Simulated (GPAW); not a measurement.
# Optical response of Ta

Aim: the dielectric function of Ta, and the optical constants that follow from it.

Method: DFT, LDA, plane-wave PAW (GPAW data sets), scalar-relativistic, RPA, optical limit, in GPAW 26.7.0.

## Step 1: The structure

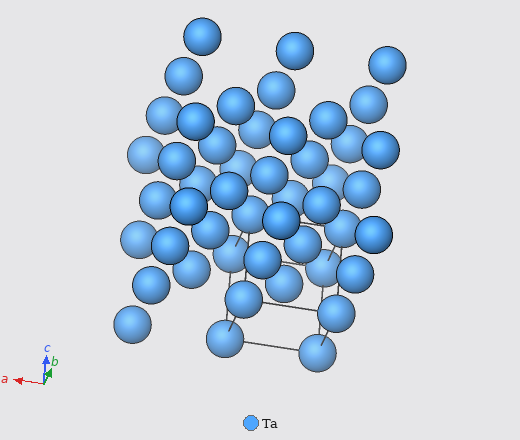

The cell as given, from a free direction (tantalum blue). 2×3×2 cells are drawn. This picture shows the conventional cell, with its axes. Some periodic images of atoms are drawn too.

As a file:

```
Ta
1.0
    -1.65128    1.65128    1.65128
     1.65128   -1.65128    1.65128
     1.65128    1.65128   -1.65128
Ta
1
Direct
  0.00000 0.00000 0.00000
```

## Step 2: Ground state

The self-consistent density comes first; it also tells whether there is a gap, which decides the occupations and the need for a Drude term.

This step: DFT, LDA, plane-wave PAW (GPAW data sets), scalar-relativistic, ground state (GPAW 26.7.0).

Input file gs.py:

```python
from ase import Atoms
from ase.dft.bandgap import bandgap
from gpaw import GPAW, PW, FermiDirac

atoms = Atoms(['Ta'],
              cell=[[-1.651280000000, 1.651280000000, 1.651280000000],
                    [1.651280000000, -1.651280000000, 1.651280000000],
                    [1.651280000000, 1.651280000000, -1.651280000000]],
              scaled_positions=[[0.000000000000, 0.000000000000, 0.000000000000]],
              pbc=[True, True, True])
atoms.calc = GPAW(mode=PW(500), xc='LDA', kpts={'size': (9, 9, 9), 'gamma': True},
                  occupations=FermiDirac(0.05), maxiter=150, txt='gs.txt')
print('energy (eV)', atoms.get_potential_energy())
print('Fermi level (eV)', atoms.calc.get_fermi_level())
print('valence electrons', atoms.calc.get_number_of_electrons())
print('gap (eV)', bandgap(atoms.calc, output=None)[0])
print('direct gap (eV)', bandgap(atoms.calc, direct=True, output=None)[0])
atoms.calc.write('gs.gpw')
```

Command:

```sh
> OMP_NUM_THREADS=1 python gs.py
```

Numbers of over 12 decimals in the logs are rounded to 6 here.

The log of the run:

```text
__  _  _
 | _ |_)|_||  |
 |__||  | ||/\| - 26.7.0

Versions:
  Python: 3.12.14
  ASE:    3.29.0
  Numpy:  2.5.5
  Scipy:  1.18.1
  Libxc:  7.0.0

Input parameters:
  mode=PW(ecut=500.0),
  kpts=MonkhorstPack(size=(9, 9, 9), gamma=True),
  maxiter=150,
  occupations=Occupations(name='fermi-dirac', width=0.05, fixmagmom=False),
  xc=XC(name='LDA')

Diagonalizing LCAO Hamiltonian
Converting LCAO to pw mode

       Ta

Atoms  # Å, Bohr magnetons
|   | symbol |        x |        y |        z |    initial magnetic moments |
| 0 |     Ta | 0.000000 | 0.000000 | 0.000000 | ( 0.0000,  0.0000,  0.0000) |

Unit cell  # Å
| periodic |         x |         y |         z |  lengths |     angles |
|      yes | -1.651280 |  1.651280 |  1.651280 | 2.860101 | 109.471221 |
|      yes |  1.651280 | -1.651280 |  1.651280 | 2.860101 | 109.471221 |
|      yes |  1.651280 |  1.651280 | -1.651280 | 2.860101 | 109.471221 |

Number of symmetries: 48
Symmetry operations  # r_c * U_cc + t_c -> r_c
|    | kind |            matrix            |
|  0 |  σ   |  1, 1, 1,  0, 0,-1,  0,-1, 0 |
|  1 |  C4  |  1, 1, 1,  0, 0,-1, -1, 0, 0 |
|  2 |  C2  |  1, 1, 1,  0,-1, 0,  0, 0,-1 |
|  3 |  S6  |  1, 1, 1,  0,-1, 0, -1, 0, 0 |
|  4 |  S6  |  1, 1, 1, -1, 0, 0,  0, 0,-1 |
|  5 |  C4  |  1, 1, 1, -1, 0, 0,  0,-1, 0 |
|  6 |  E   |  1, 0, 0,  0, 1, 0,  0, 0, 1 |
|  7 |  σ   |  1, 0, 0,  0, 1, 0, -1,-1,-1 |
|  8 |  σ   |  1, 0, 0,  0, 0, 1,  0, 1, 0 |
|  9 |  C3  |  1, 0, 0,  0, 0, 1, -1,-1,-1 |
| 10 |  C3  |  1, 0, 0, -1,-1,-1,  0, 1, 0 |
| 11 |  σ   |  1, 0, 0, -1,-1,-1,  0, 0, 1 |
| 12 |  σ   |  0, 1, 0,  1, 0, 0,  0, 0, 1 |
| 13 |  C2  |  0, 1, 0,  1, 0, 0, -1,-1,-1 |
| 14 |  C3  |  0, 1, 0,  0, 0, 1,  1, 0, 0 |
| 15 |  S4  |  0, 1, 0,  0, 0, 1, -1,-1,-1 |
| 16 |  S4  |  0, 1, 0, -1,-1,-1,  1, 0, 0 |
| 17 |  C3  |  0, 1, 0, -1,-1,-1,  0, 0, 1 |
| 18 |  C3  |  0, 0, 1,  1, 0, 0,  0, 1, 0 |
| 19 |  S4  |  0, 0, 1,  1, 0, 0, -1,-1,-1 |
| 20 |  σ   |  0, 0, 1,  0, 1, 0,  1, 0, 0 |
| 21 |  C3  |  0, 0, 1,  0, 1, 0, -1,-1,-1 |
| 22 |  C2  |  0, 0, 1, -1,-1,-1,  1, 0, 0 |
| 23 |  S4  |  0, 0, 1, -1,-1,-1,  0, 1, 0 |
| 24 |  C4  |  0, 0,-1,  1, 1, 1,  0,-1, 0 |
| 25 |  σ   |  0, 0,-1,  1, 1, 1, -1, 0, 0 |
| 26 |  S6  |  0, 0,-1,  0,-1, 0,  1, 1, 1 |
| 27 |  C2  |  0, 0,-1,  0,-1, 0, -1, 0, 0 |
| 28 |  C4  |  0, 0,-1, -1, 0, 0,  1, 1, 1 |
| 29 |  S6  |  0, 0,-1, -1, 0, 0,  0,-1, 0 |
| 30 |  S6  |  0,-1, 0,  1, 1, 1,  0, 0,-1 |
| 31 |  C4  |  0,-1, 0,  1, 1, 1, -1, 0, 0 |
| 32 |  C4  |  0,-1, 0,  0, 0,-1,  1, 1, 1 |
| 33 |  S6  |  0,-1, 0,  0, 0,-1, -1, 0, 0 |
| 34 |  σ   |  0,-1, 0, -1, 0, 0,  1, 1, 1 |
| 35 |  C2  |  0,-1, 0, -1, 0, 0,  0, 0,-1 |
| 36 |  C2  | -1, 0, 0,  1, 1, 1,  0, 0,-1 |
| 37 |  S6  | -1, 0, 0,  1, 1, 1,  0,-1, 0 |
| 38 |  S6  | -1, 0, 0,  0, 0,-1,  1, 1, 1 |
| 39 |  C2  | -1, 0, 0,  0, 0,-1,  0,-1, 0 |
| 40 |  C2  | -1, 0, 0,  0,-1, 0,  1, 1, 1 |
| 41 |  i   | -1, 0, 0,  0,-1, 0,  0, 0,-1 |
| 42 |  S4  | -1,-1,-1,  1, 0, 0,  0, 1, 0 |
| 43 |  C3  | -1,-1,-1,  1, 0, 0,  0, 0, 1 |
| 44 |  C3  | -1,-1,-1,  0, 1, 0,  1, 0, 0 |
| 45 |  σ   | -1,-1,-1,  0, 1, 0,  0, 0, 1 |
| 46 |  S4  | -1,-1,-1,  0, 0, 1,  1, 0, 0 |
| 47 |  C2  | -1,-1,-1,  0, 0, 1,  0, 1, 0 |

BZ-sampling:
  Number of BZ points: 729
  Number of IBZ points: 35

  Monkhorst-Pack size: [9, 9, 9]
  Monkhorst-Pack shift: [0, 0, 0]

K-points  # in reciprocal-cell coordinates
|     |                                coordinates |     weight |
|   0 | (  0.00000000,   0.00000000,   0.00000000) | 0.00137174 |
|   1 | (  0.11111111,   0.00000000,   0.00000000) | 0.01646091 |
|   2 | (  0.11111111,   0.11111111,  -0.11111111) | 0.00823045 |
|   3 | (  0.22222222,   0.00000000,  -0.11111111) | 0.03292181 |
|   4 | (  0.22222222,   0.00000000,   0.00000000) | 0.01646091 |
|   5 | (  0.22222222,   0.11111111,  -0.11111111) | 0.03292181 |
|   6 | (  0.22222222,   0.22222222,  -0.22222222) | 0.00823045 |
|   7 | (  0.33333333,  -0.11111111,  -0.11111111) | 0.01097394 |
|   8 | (  0.33333333,   0.00000000,  -0.11111111) | 0.06584362 |
|   9 | (  0.33333333,   0.00000000,   0.00000000) | 0.01646091 |
| ... |                                            |            |
|  34 | (  0.44444444,   0.44444444,   0.44444444) | 0.01097394 |

Plane wave coefficients: 470
Cutoff: 500.0 eV

Spin-components: 1 (collinear spins)
Bands:           12
Projectors:      6
Spin-degeneracy: 2
Datatype:        complex128

Parallelization:
  kpt:    1
  domain: 1
  band:   1

Density:
  Valence electrons: 13.0
  Components: 1
  Grid points: [15 15 15]
  Charge: 0.0  # |e|

Potential:
  Grid points: [15 15 15]

species:
  Ta:
    name:    Tantalum
    id:
    Z:       73.0
    valence: 13
    core:    60
    charge:  0.0  # [|e|]
    compensation charges:
      type: gauss
      rc: 0.42  # [Å]
      lmax: 2
    cutoffs:
      filter: 2.36  # [Å]
      core: 3.45  # [Å]
    projectors
    | kind |    occ | energy [eV] | rcut [Å] |
    |   5s |  2.000 |     -72.979 |    1.365 |
    |   6s |  2.000 |      -5.599 |    1.365 |
    |   5p |  6.000 |     -39.590 |    1.349 |
    |   6p |  0.000 |      -1.483 |    1.349 |
    |   5d |  3.000 |      -3.794 |    1.307 |
    |    d |        |      23.417 |    1.307 |

    Using partial waves for Ta as LCAO basis

Reference energy: -423922.319582  # eV

eigensolver:
  PPCG
  Converge bands: occupied
  niter=2

density mixing:
  MSR1-Mixer
  Pratt-step length: 0.05
  Maximum mixing coefficient: 0.75
  Old densities: 10
  SVD Regularization: 0.005
  Good broyden scale: 1.0
  Trust region scale: 1.0
  Backstep threshold: 4.0
  History deletion threshold: 6.0
  Fourier metric: weight=20.0, sigma=0.015

occupation numbers:
  Fermi-Dirac:
    width: 0.0500  # eV

poisson solver:
  ecut: 4000.0  # eV

xc functional:
  name: None

convergence criteria:
- Maximum [total energy] change in last 3 cyles: 0.0005 eV / valence electron
- Maximum integral of absolute [dens]ity change: 0.0001 electrons / valence electron
- Maximum integral of absolute [eigenst]ate change: 4e-08 eV^2 / valence electron
maximum number of iterations: 150

SCF iterations
|iter     |      energy | eigst |  dens |
|iter:   1||  -11.056522 | -0.04 |       |
|iter:   2||  -11.028406 | -2.67 | -1.30 |
|iter:   3||  -10.891771 | -1.65 | -1.33 |
|iter:   4||  -10.895690 | -3.39 | -2.04 |
|iter:   5||  -10.897261c| -4.53 | -2.37 |
|iter:   6||  -10.897262c| -6.76 | -3.91 |
|iter:   7||  -10.897261c| -7.84c| -4.23c|

Converged in 7 steps
SCF loop duration: 2.025 s (0.289 s/step)
Energy contributions relative to reference atoms: (reference = -423922.319582)

Energy contributions:
  Kinetic:           4.671431
  Coulomb:          -5.261230
  Zero:             -0.282718
  External:          0.000000
  Xc:              -10.016305
  Entropy:          -0.016879
  Spinorbit:         0.000000
  ----------------------------
  Free energy:     -10.905700
  Extrapolated:    -10.897261

dipole moment: (-5.947077, -5.947077, -5.947077)  # |e|*Ang

Fermi level: 11.533
Eigenvalues  # (at kpt = [0.000, 0.000, 0.000])
| band index |      eig [eV] | occ [0-2] |
|          0 |       -55.453 |     2.000 |
|          1 |       -21.593 |     2.000 |
|          2 |       -21.593 |     2.000 |
|          3 |       -21.593 |     2.000 |
|          4 |         3.633 |     2.000 |
|          5 |        12.158 |     0.000 |
|          6 |        12.158 |     0.000 |
|          7 |        12.158 |     0.000 |
|          8 |        15.386 |     0.000 |
|          9 |        15.386 |     0.000 |
|         10 |        37.587 |     0.000 |
|         11 |        37.587 |     0.000 |

No gap
No difference between direct/indirect transitions

--- standard output ---
energy (eV) -10.897261
Fermi level (eV) 11.532919
valence electrons 13.0
gap (eV) 0.0
direct gap (eV) 0.0
```

Elapsed: 3.4 s, on 1 thread of Arm Neoverse V2, shared host; peak memory 0.12 GiB.

This step gave:

```
energy       : -10.90 eV
Fermi energy : 11.53 eV
electrons    : 13
```

There are states at the Fermi level within the smearing, so the occupations stay smeared and the carriers get a Drude term.

## Step 3: Bands for the response

The response needs many more empty bands than the density does.

This step: DFT, LDA, plane-wave PAW (GPAW data sets), scalar-relativistic, bands at fixed density (GPAW 26.7.0).

Input file nscf.py:

```python
from ase.dft.bandgap import bandgap
from gpaw import GPAW, FermiDirac

calc = GPAW('gs.gpw').fixed_density(kpts={'size': (15, 15, 15), 'gamma': True}, nbands=25, convergence={'bands': 19},
                                    occupations=FermiDirac(0.05), txt='nscf.txt')
print('gap (eV)', bandgap(calc, output=None)[0])
print('direct gap (eV)', bandgap(calc, direct=True, output=None)[0])
print('top band over the Fermi level (eV)', min(calc.get_eigenvalues(kpt=k)[18] for k in range(len(calc.get_ibz_k_points()))) - calc.get_fermi_level())
calc.write('full.gpw', mode='all')
```

Command:

```sh
> OMP_NUM_THREADS=1 python nscf.py
```

The log of the run:

```text
Diagonalizing LCAO Hamiltonian
Converting LCAO to pw mode
convergence criteria:
- Maximum integral of absolute [eigenst]ate change: 4e-08 eV^2 / valence electron
maximum number of iterations: 150

SCF iterations
|iter     |      energy | eigst |  dens |
|iter:   1||             | +3.04 |       |
|iter:   2||             | +0.59 |       |
|iter:   3||             | -1.67 |       |
|iter:   4||             | -3.80 |       |
|iter:   5||             | -5.88 |       |
|iter:   6||             | -7.46c|       |
SCF steps: 6
  __  _  _
 | _ |_)|_||  |
 |__||  | ||/\| - 26.7.0

Versions:
  Python: 3.12.14
  ASE:    3.29.0
  Numpy:  2.5.5
  Scipy:  1.18.1
  Libxc:  7.0.0

Input parameters:
  mode=PW(ecut=500.0),
  convergence={'bands': 19},
  gpts=array([15, 15, 15]),
  kpts=MonkhorstPack(size=(15, 15, 15), gamma=True),
  maxiter=150,
  nbands=25,
  occupations=Occupations(name='fermi-dirac', width=0.05, fixmagmom=False),
  parallel={},
  xc=XC(name='LDA')

--- standard output ---
gap (eV) 0.0
direct gap (eV) 0.0
top band over the Fermi level (eV) 29.557511
```

Elapsed: 13 s, on 1 thread; peak memory 0.16 GiB.

(Continued in part 2 of 2.)

[Machine, clock and banner lines and Python warnings are left out of the logs.]

[Logs are printed without paths, hosts, clocks, repeated set-up lines and the standing remarks that a program may print on its own settings, such as how far it seeks lower states.]

[Hosts, paths, dates, database ids (printed as entryN), source tags and the programs' standing remarks are cut or masked in the printed files.]
